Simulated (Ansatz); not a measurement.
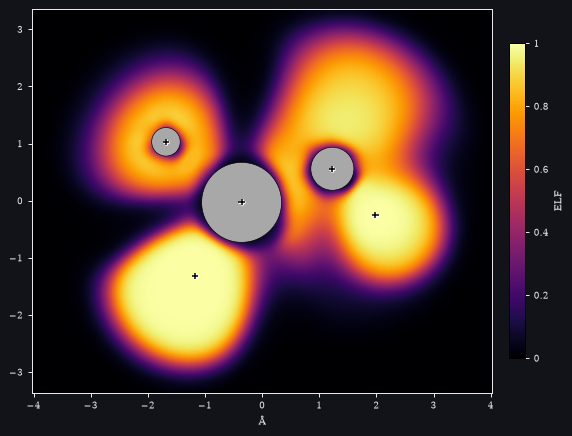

The ELF on a plane through atoms (crosses mark nuclei in the plane; grey discs cover the cores).

The calculation used isolated molecule in a Gaussian basis; Kohn-Sham density functional theory, functional PBE0 (Ansatz 0.2.0).

Candidates:
A. BF$_{3}$Si (SMILES F[Si]B(F)F)
B. CH$_{2}$FSi (SMILES [CH-]=[SiH]F) (charge −1)
C. FHOSi$_{2}$ (SMILES F[SiH][O+]=[Si]) (charge +1, doublet)

> Which candidate gave the map?

Candidate B: CH$_{2}$FSi on the molecular plane, which holds C, F, Si and H. C–Si (1.69 Å): the ELF peaks at about 0.85 between the atoms (localised, covalent bonding). Si–F (1.70 Å): the ELF peaks at about 0.85 in the valence shell of F, 0.6 Å from its nucleus, and is about 0.50 at the midpoint.
